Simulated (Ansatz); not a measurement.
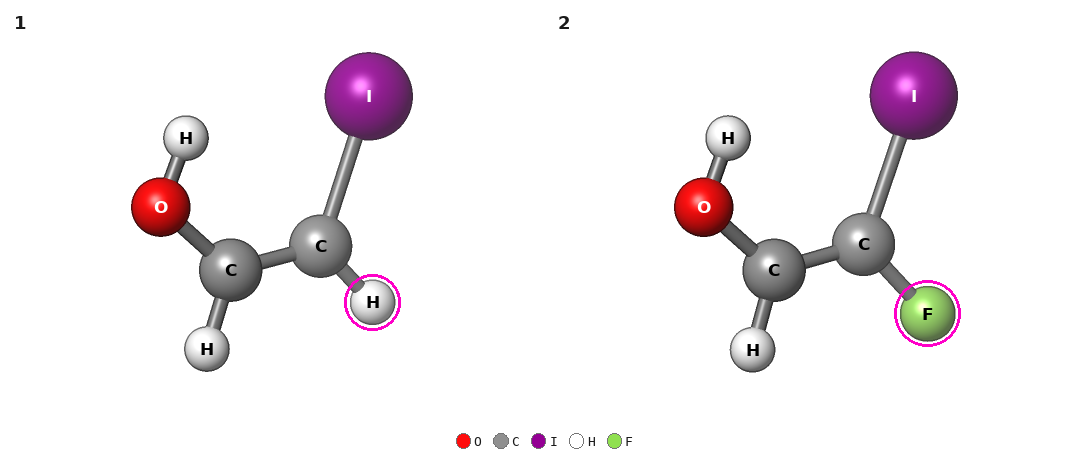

2 molecules with one skeleton, seen from the same side and at one scale; the atom that differs is circled. Each species is neutral and a spin singlet. Computed geometries: PBE0-D4/def2-TZVP optimisations, one conformation each. Properties computed with Ansatz 0.2.0. Elements past Kr carry core potentials.

One atom differs, called X below: H in panel 1, F in panel 2. Their formulas are C2H3IO (`O/C=C\I`), C2H2FIO (`O/C=C(/F)I`).

In which is the HOMO–LUMO gap larger (revPBE-D4/def2-TZVPP)?

Answer. In panel 1 (X = H).

In which is the harmonic zero-point energy higher (PBE0-D4/def2-TZVP)?

Answer. In panel 1 (X = H).

Give the values. With PBE0-D4/def2-TZVP: length of X–C (Å), angle C–C–X (°), dipole moment (D), harmonic zero-point energy (kJ/mol). With revPBE-D4/def2-TZVPP: HOMO energy (Kohn–Sham orbital) (eV), HOMO–LUMO gap (eV).

```csv
quantity,1 (H),2 (F),2 − 1
length of X–C (Å),1.078,1.332,+0.254
angle C–C–X (°),122.8,121.5,−1.3
dipole moment (D),0.62,0.85,+0.23
harmonic zero-point energy (kJ/mol),124.5,103.6,−20.9
HOMO energy (Kohn–Sham orbital) (eV),−5.49,−5.40,+0.09
HOMO–LUMO gap (eV),3.98,3.54,−0.44
```
